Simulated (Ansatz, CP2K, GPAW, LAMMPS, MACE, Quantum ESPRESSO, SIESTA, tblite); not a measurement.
# CP2K on liquid Zn38Se23S15 at 2640 K (76 atoms): settings against a plane-wave reference

How do the settings of CP2K change the result for liquid Zn38Se23S15 at 2640 K (76 atoms)? A plane-wave run serves as the yardstick.

Calculated with CP2K 2026.2; the method is named at each step.

### 1. Set-up

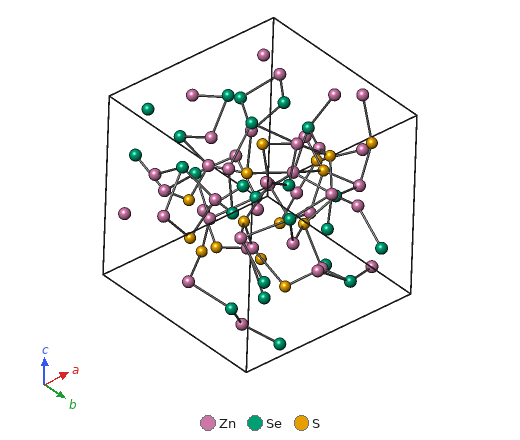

Start, viewed from a free direction; zinc pink, selenium teal, sulfur orange. Bonds to atoms that aren't drawn are left out. Some periodic images of atoms are drawn too.

The cell holds 76 atoms: 38 Zn, 23 Se and 15 S. Cell: a = 11.922 Å, b = 11.922 Å, c = 11.922 Å, α = 90.0°, β = 90.0°, γ = 90.0°. 76 atoms (38 Zn, 23 Se, 15 S) placed at random at 4.69 g/cm³, melted at 2640 K for 10 ps at fixed volume with the Stillinger-Weber II-VI potential (Zhou et al., Phys. Rev. B 88, 085309 (2013)). Snapshot at the end of a hold of 5 ps at 2640 K and fixed volume.

The yardstick, on the same geometry:

| Property | Result |
| --- | --- |
| method | Kohn-Sham DFT, PBE, PAW, plane waves (Ansatz 0.2.0); cutoff 420 eV, Γ point, fermi-dirac smearing of 0.05 eV; PAW set soft_2 |
| r.m.s. force component | 0.7055 eV/Å |
| longest force | 3.13 eV/Å |
| pressure | -1.919 GPa |
| SCF cycles | 12 |
| time | 39 s on 4 threads of Arm Neoverse V2, shared host |
| CPU time | 2.3 min |

### 2. PBE, DZVP-MOLOPT-SR, 800/50 Ry, diagonalisation

Method: Kohn-Sham DFT, PBE, GTH-PBE pseudopotentials, Gaussian and plane waves, DZVP-MOLOPT-SR-GTH, diagonalisation.

The input, input.inp:

```
&GLOBAL
  PROJECT cell
  RUN_TYPE ENERGY_FORCE
  PRINT_LEVEL LOW
&END GLOBAL
&FORCE_EVAL
  METHOD QS
  STRESS_TENSOR ANALYTICAL
  &DFT
    BASIS_SET_FILE_NAME BASIS_MOLOPT
    POTENTIAL_FILE_NAME GTH_POTENTIALS
    &MGRID
      CUTOFF 800
      REL_CUTOFF 50
      NGRIDS 5
    &END MGRID
    &QS
      EPS_DEFAULT 1.0E-12
    &END QS
    &SCF
      SCF_GUESS ATOMIC
      EPS_SCF 5.0E-06
      MAX_SCF 200
      ADDED_MOS 14
      &DIAGONALIZATION
        ALGORITHM STANDARD
      &END DIAGONALIZATION
      &SMEAR ON
        METHOD FERMI_DIRAC
        ELECTRONIC_TEMPERATURE [K] 580
      &END SMEAR
      &MIXING
        METHOD BROYDEN_MIXING
        ALPHA 0.3
        NBROYDEN 12
      &END MIXING
      &PRINT
        &RESTART OFF
        &END RESTART
      &END PRINT
    &END SCF
    &XC
      &XC_FUNCTIONAL PBE
      &END XC_FUNCTIONAL
    &END XC
    &PRINT
      &MULLIKEN ON
      &END MULLIKEN
      &HIRSHFELD ON
        SHAPE_FUNCTION DENSITY
      &END HIRSHFELD
      &MO ON
        EIGENVALUES T
        OCCUPATION_NUMBERS T
        MO_INDEX_RANGE 331 354
        &EACH
          QS_SCF 0
        &END EACH
        ADD_LAST NUMERIC
      &END MO
    &END PRINT
  &END DFT
  &SUBSYS
    &CELL
      A 11.92180 0.00000 0.00000
      B 0.00000 11.92180 0.00000
      C 0.00000 0.00000 11.92180
    &END CELL
    &COORD
      SCALED
      Zn 0.34853 0.01565 0.18227
      Zn 0.10537 0.28323 0.57893
      Zn 0.88272 0.07008 0.88003
      Zn 0.32808 0.93937 0.82776
      Zn 0.95216 0.67827 0.95956
      Zn 0.57639 0.85533 0.25030
      Zn 0.00575 0.66255 0.71944
      Zn 0.52943 0.12135 0.60104
      Zn 0.21066 0.74516 0.46345
      Zn 0.33267 0.51003 0.79861
      Zn 0.52257 0.17112 0.28391
      Zn 0.04913 0.07847 0.36262
      Zn 0.17123 0.52525 0.52550
      Zn 0.95604 0.48697 0.29695
      Zn 0.92593 0.70033 0.36169
      Zn 0.36981 0.60592 0.31885
      Zn 0.74927 0.63786 0.04100
      Zn 0.67701 0.99349 0.94644
      Zn 0.83586 0.52208 0.62608
      Zn 0.94166 0.25347 0.45783
      Zn 0.61202 0.61379 0.24160
      Zn 0.75321 0.00098 0.26176
      Zn 0.96720 0.02476 0.10587
      Zn 0.58517 0.70031 0.89921
      Zn 0.94405 0.49519 0.86348
      Zn 0.58630 0.33082 0.72892
      Zn 0.16750 0.39995 0.10570
      Zn 0.51207 0.36601 0.18026
      Zn 0.50033 0.84474 0.58913
      Zn 0.32888 0.20436 0.97201
      Zn 0.17278 0.76818 0.06670
      Zn 0.65389 0.38866 0.43009
      Zn 0.59581 0.61585 0.64832
      Zn 0.34109 0.31669 0.63453
      Zn 0.26860 0.03469 0.46208
      Zn 0.77425 0.87365 0.63641
      Zn 0.07601 0.95433 0.85374
      Zn 0.76120 0.31830 0.96175
      Se 0.23998 0.95732 0.03028
      Se 0.14326 0.44712 0.74832
      Se 0.75299 0.85750 0.10117
      Se 0.04631 0.14167 0.72670
      Se 0.98879 0.80267 0.15260
      Se 0.86921 0.01987 0.47807
      Se 0.52062 0.52546 0.01555
      Se 0.47004 0.99734 0.39337
      Se 0.72461 0.56590 0.81339
      Se 0.33403 0.12474 0.69500
      Se 0.73298 0.45264 0.23551
      Se 0.07729 0.18201 0.99227
      Se 0.81039 0.29983 0.77155
      Se 0.65607 0.14584 0.13555
      Se 0.17279 0.91383 0.29393
      Se 0.97925 0.43926 0.06460
      Se 0.66919 0.07281 0.74932
      Se 0.18391 0.73099 0.81587
[... 16 atom lines left out ...]
      S 0.96344 0.45726 0.49183
      S 0.42430 0.77664 0.17237
      S 0.28900 0.87466 0.63995
      S 0.31915 0.23300 0.19279
    &END COORD
    &KIND Zn
      BASIS_SET DZVP-MOLOPT-SR-GTH-q12
      POTENTIAL GTH-PBE-q12
    &END KIND
    &KIND Se
      BASIS_SET DZVP-MOLOPT-SR-GTH-q6
      POTENTIAL GTH-PBE-q6
    &END KIND
    &KIND S
      BASIS_SET DZVP-MOLOPT-SR-GTH-q6
      POTENTIAL GTH-PBE-q6
    &END KIND
  &END SUBSYS
  &PRINT
    &FORCES ON
    &END FORCES
    &STRESS_TENSOR ON
    &END STRESS_TENSOR
  &END PRINT
&END FORCE_EVAL
```

The run is started by

```
$ OMP_NUM_THREADS=2 cp2k.psmp -i input.inp > output.txt
```

Numbers of over 12 decimals in the logs are rounded to 6 here.

The program printed:

```text
CP2K| version string:                                       CP2K version 2026.2
 CP2K| Input file name                                                 input.inp
 GLOBAL| Basis set file name                                        BASIS_MOLOPT
 GLOBAL| Potential file name                                      GTH_POTENTIALS
 GLOBAL| Run type                                                   ENERGY_FORCE
 GLOBAL| Total number of message passing processes                             1
 GLOBAL| Number of threads for this process                                    2
 TOTAL NUMBERS AND MAXIMUM NUMBERS
  Total number of            - Atomic kinds:                                   3
                             - Atoms:                                         76
                             - Shell sets:                                    76
                             - Shells:                                       456
                             - Primitive Cartesian functions:                380
                             - Cartesian basis functions:                   1672
                             - Spherical basis functions:                   1444
  Maximum angular momentum of- Orbital basis functions:                        3
                             - Local part of the GTH pseudopotential:          0
                             - Non-local part of the GTH pseudopotential:      4
 SCF PARAMETERS         Density guess:                                    ATOMIC
                        max_scf:                                             200
                        eps_scf:                                        5.00E-06
                        added MOs                                        14    0
                        Mixing method:                            BROYDEN_MIXING
                                                charge density mixing in g-space
                        Smear method:                                FERMI_DIRAC
                        Electronic temperature [K]:                        580.0
                        Electronic temperature [a.u.]:                  1.84E-03
                        Accuracy threshold:                             1.00E-10
 Extrapolation method: initial_guess
 Number of electrons:                                                        684
 Number of occupied orbitals:                                                342
 Number of molecular orbitals:                                               356
 Number of orbital functions:                                               1444
 Number of independent orbital functions:                                   1444
 SCF WAVEFUNCTION OPTIMIZATION
  Step     Update method      Time    Convergence         Total energy    Change
 *** the last MO => Add more MOs for proper smearing.                   ***
     1 NoMix/Diag. 0.30E+00    7.0     1.61163352     -2673.2211253909 -2.67E+03
 *** the last MO => Add more MOs for proper smearing.                   ***
     2 Broy./Diag. 0.30E+00    9.3     0.50242476     -2668.4086976797  4.81E+00
 *** the last MO => Add more MOs for proper smearing.                   ***
     3 Broy./Diag. 0.30E+00    9.4     0.25866131     -2669.7374315962 -1.33E+00
[...]
4 Broy./Diag. 0.30E+00    9.5     0.19627294     -2670.6173067295 -8.80E-01
[...]
*** the last MO => Add more MOs for proper smearing.                   ***
    16 Broy./Diag. 0.30E+00   10.5     0.00000629     -2670.0007708813  8.81E-05
 *** the last MO => Add more MOs for proper smearing.                   ***
    17 Broy./Diag. 0.30E+00   10.5     0.00000299     -2670.0007929903 -2.21E-05
  *** SCF run converged in    17 steps ***
  Electronic density on regular grids:       -683.9999999997        0.0000000003
  Core density on regular grids:              683.9999999991       -0.0000000009
  Total charge density on r-space grids:       -0.0000000006
  Total charge density g-space grids:          -0.0000000006
  Overlap energy of the core charge distribution:               2.42978e-07
  Self energy of the core charge distribution:              -3847.393673
  Core Hamiltonian energy:                                   1148.654739
  Hartree energy:                                             450.920468
  Exchange-correlation energy:                               -422.172623
  Electronic entropic energy:                                  -0.0097045
  Fermi energy:                                                 0.136143
  Total energy:                                             -2670.000793
  Total energy (extrapolated to T->0):                      -2669.995941
 MO| EIGENVALUES AND OCCUPATION NUMBERS
 MO|
 MO|  Index      Eigenvalue [a.u.]        Eigenvalue [eV]             Occupation
 MO|    331               0.109096               2.968666               1.999999
 MO|    332               0.113899               3.099356               1.999989
 MO|    333               0.116986               3.183362               1.999941
[...]
MO|    353               0.161401               4.391945               0.000002
 MO|    354               0.163361               4.445276               0.000001
 MO| Sum:                                                             684.000000
 MO| E(Fermi):            0.136143 a.u.          3.704652 eV
 !-----------------------------------------------------------------------------!
                     Mulliken Population Analysis
 #  Atom  Element  Kind  Atomic population                           Net charge
       1     Zn       1         12.036326                             -0.036326
       2     Zn       1         12.032723                             -0.032723
       3     Zn       1         11.972728                              0.027272
[...]
75     S        3          5.937971                              0.062029
      76     S        3          5.963578                              0.036422
 # Total charge                            684.000000                 -0.000000
 !-----------------------------------------------------------------------------!
 !-----------------------------------------------------------------------------!
                           Hirshfeld Charges
  #Atom  Element  Kind  Ref Charge     Population                    Net charge
      1       Zn     1      12.000         11.735                         0.265
      2       Zn     1      12.000         11.821                         0.179
      3       Zn     1      12.000         11.853                         0.147
[...]
75       S      3       6.000          6.210                        -0.210
     76       S      3       6.000          6.254                        -0.254
  Total Charge                                                            0.000
 !-----------------------------------------------------------------------------!
 ENERGY| Total FORCE_EVAL ( QS ) energy [hartree]          -2670.000779
 FORCES| Atomic forces [hartree/bohr]
 FORCES|   Atom     x               y               z               |f|
 FORCES|      1 -6.15826963E-04  5.96850303E-03  2.03267249E-02   2.11938203E-02
 FORCES|      2  1.73721594E-02  9.52862498E-04  1.40173722E-03   1.74546479E-02
 FORCES|      3 -1.50618172E-03  3.60472085E-03 -2.59358970E-03   4.68927535E-03
[...]
FORCES|     75  1.80001429E-02 -6.81270046E-03 -2.09130618E-02   2.84213685E-02
 FORCES|     76  2.19817117E-02 -1.10670342E-02 -2.18951498E-02   3.29404383E-02
 FORCES| Sum     1.15921334E-03 -2.75042690E-03 -3.58471636E-03
 FORCES| Total atomic force                                       4.66463451E-03
 STRESS| Analytical stress tensor [bar]
 STRESS|                        x                   y                   z
 STRESS|      x       -6.79528436510E+03  -1.66514366564E+03   2.48744409437E+03
 STRESS|      y       -1.66514366564E+03  -1.13363531218E+04   2.19799692250E+03
 STRESS|      z        2.48744409437E+03   2.19799692250E+03  -2.65756217121E+04
 STRESS| 1/3 Trace                                            -1.49024197330E+04
```

Elapsed: 3.4 min, on 2 threads of Arm Neoverse V2, shared host; peak memory 8.1 GiB.

Banners, paths, timers and routine set-up lines are dropped from the logs unmarked, and long logs keep their key lines alone; longer cuts are marked.

Compared with the plane-wave run:

```yaml
r_m_s_force_component: 0.7289 eV/Å
r_m_s_difference_of_force_components: 43.7 meV/Å
longest_difference_of_force_vectors: 193.2 meV/Å
force_difference_over_r_m_s_force: 6.194 %
slope_of_forces_against_the_reference_s: 1.032
correlation_of_force_components: 0.9987
pressure: -1.49 GPa
pressure_difference: 0.4286 GPa
```

Length of the force difference by element (eV/Å):

```
element  atoms   mean  most
      S     15  0.064  0.17
     Se     23  0.060  0.15
     Zn     38  0.070  0.19
```

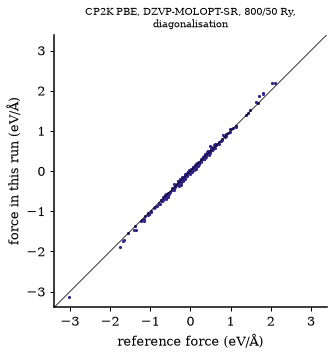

Force components against those of the reference; the line marks equality.

Local excerpt of 9 atoms (numbers count through the whole input) about Zn37, picked at random; x, y, z are measured from there.

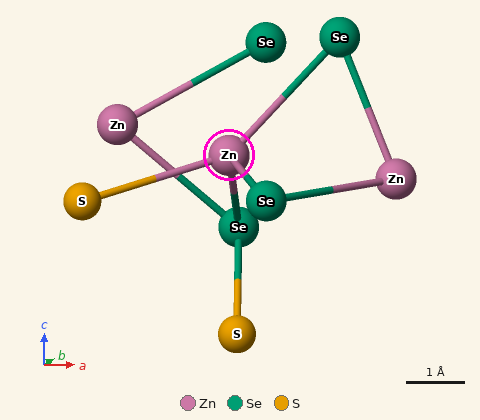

The atoms of the table, within 3.2 Å (arrows a, b, c point along x, y, z); some may hide others; the central atom is ringed.

```
atom      x      y      z  distance (Å)  bonds  Hirshfeld charge (e)     Fx     Fy  Fz (eV/Å)
Zn37   0.00   0.00   0.00          0.00      5                  0.23  -0.12  -0.60      -0.56
 Zn3  -2.30   1.38   0.31          2.70      4                  0.15  -0.08   0.19      -0.13
Se42  -0.35   2.23  -1.51          2.72      4                 -0.10   0.53  -1.54      -0.64
 S63  -2.23  -1.58  -0.68          2.82      4                 -0.30   0.65   0.45       0.14
Se39   1.95   0.04   2.10          2.87      5                 -0.14  -0.70  -0.21      -1.46
Se56   1.29  -2.66  -0.45          2.99      5                 -0.21  -0.61   0.65       0.80
 Zn4   3.01  -0.18  -0.31          3.03      5                  0.23  -1.20   0.19      -1.73
 S68   0.06   0.33  -3.15          3.17      3                 -0.14  -0.42   1.09       0.78
Se50   0.02   2.71   1.65          3.18      5                 -0.24   0.16  -0.35      -0.09
```

Forces lie 6.2 % from the reference's, at 2.6 times its CPU time (on 2 against 4 cores).

### 3. PBE, DZVP-MOLOPT-SR, 560/50 Ry, diagonalisation

Method: Kohn-Sham DFT, PBE, GTH-PBE pseudopotentials, Gaussian and plane waves, DZVP-MOLOPT-SR-GTH, diagonalisation.

input.inp: that of step 2 with these lines changed.

```diff
@@ -12,5 +12,4 @@
     &MGRID
-      CUTOFF 800
+      CUTOFF 560
       REL_CUTOFF 50
-      NGRIDS 5
     &END MGRID
@@ -69,4 +68,27 @@
     &COORD
-      SCALED
-[... 76 atom lines left out: the same atoms as in the first run ...]
+      Zn 4.15510 0.18658 2.17299
+      Zn 1.25620 3.37661 6.90189
+      Zn 10.52361 0.83548 10.49154
+      Zn 3.91130 11.19898 9.86839
+      Zn 11.35146 8.08620 11.43968
+      Zn 6.87161 10.19707 2.98403
+      Zn 0.06855 7.89879 8.57702
+      Zn 6.31176 1.44671 7.16548
+      Zn 2.51145 8.88365 5.52516
+      Zn 3.96603 6.08048 9.52087
+      Zn 6.22998 2.04006 3.38472
+      Zn 0.58572 0.93550 4.32308
+      Zn 2.04137 6.26193 6.26491
+      Zn 11.39772 5.80556 3.54018
+      Zn 11.03875 8.34919 4.31200
+      Zn 4.40880 7.22366 3.80127
+      Zn 8.93265 7.60444 0.48879
+      Zn 8.07118 11.84419 11.28327
+      Zn 9.96496 6.22413 7.46400
+      Zn 11.22628 3.02182 5.45816
+[... 52 atom lines left out ...]
+      S 11.48594 5.45136 5.86350
+      S 5.05842 9.25895 2.05496
+      S 3.44540 10.42752 7.62936
+      S 3.80484 2.77778 2.29840
     &END COORD
```

The run is started by

```
$ OMP_NUM_THREADS=1 mpirun -np 4 cp2k.psmp -i input.inp > output.txt
```

The program printed:

```text
CP2K| version string:                                       CP2K version 2026.2
 CP2K| Input file name                                                 input.inp
 GLOBAL| Basis set file name                                        BASIS_MOLOPT
 GLOBAL| Potential file name                                      GTH_POTENTIALS
[... lines left out ...]
 Number of electrons:                                                        684
[... lines left out ...]
  Step     Update method      Time    Convergence         Total energy    Change
[... lines left out ...]
  *** SCF run converged in    17 steps ***
[... lines left out ...]
  Fermi energy:                                                 0.136144
  Total energy:                                             -2670.000356
  Total energy (extrapolated to T->0):                      -2669.995504
[... lines left out ...]
 MO| E(Fermi):            0.136144 a.u.          3.704666 eV
[... lines left out ...]
 ENERGY| Total FORCE_EVAL ( QS ) energy [hartree]          -2670.000342
[... lines left out ...]
 FORCES|      1 -1.34390491E-03  5.15937589E-03  1.95336976E-02   2.02482241E-02
 FORCES|      2  1.62545592E-02  1.49176341E-03  3.13429635E-03   1.66210670E-02
 FORCES|      3 -2.95121267E-03  3.26876344E-03 -1.43411823E-03   4.63154032E-03
[...]
FORCES|     75  1.80004889E-02 -6.81248483E-03 -2.09123444E-02   2.84210080E-02
 FORCES|     76  2.19823340E-02 -1.10673861E-02 -2.18953506E-02   3.29411054E-02
 FORCES| Sum     1.75000362E-03 -2.05051905E-03  1.01568864E-02
 FORCES| Total atomic force                                       1.05085433E-02
 STRESS| Analytical stress tensor [bar]
 STRESS|                        x                   y                   z
 STRESS|      x       -6.82161811907E+03  -1.66321382786E+03   2.48662478384E+03
 STRESS|      y       -1.66321382786E+03  -1.14401462839E+04   2.19907115609E+03
 STRESS|      z        2.48662478384E+03   2.19907115609E+03  -2.65599763021E+04
 STRESS| 1/3 Trace                                            -1.49405802350E+04
```

Wall time 95 s (4 MPI ranks); peak memory 7.1 GiB; 6.3 min of CPU time.

Numbers from this run, and their distance from the reference:

- r.m.s. force component: 0.7293 eV/Å
- r.m.s. difference of force components: 50.73 meV/Å
- longest difference of force vectors: 219.9 meV/Å
- force difference over r.m.s. force: 7.19 %
- slope of forces against the reference's: 1.032
- correlation of force components: 0.998
- pressure: -1.494 GPa
- pressure difference: 0.4247 GPa
- energy less the same-level run's: 0.1564 meV/atom
- r.m.s. force difference from the same-level run: 38.41 meV/Å

Against the first run (6.2 %), the force difference from the reference is 7.2 %, at 1.0 times the CPU time (on 4 against 2 cores): the grid matters here.

The forces add up to 0.54 eV/Å instead of zero, usually a sign of too coarse a grid.

(Continued in part 2 of 2.)

[Also dropped from logs without a mark: logging warnings of Python, and SIESTA's first energy breakdown and zero terms.]

[Logs are printed without paths, hosts, clocks, repeated set-up lines and the standing remarks that a program may print on its own settings, such as how far it seeks lower states.]

[Hosts, paths, dates, database ids (printed as entryN), source tags and the programs' standing remarks are cut or masked in the printed files.]
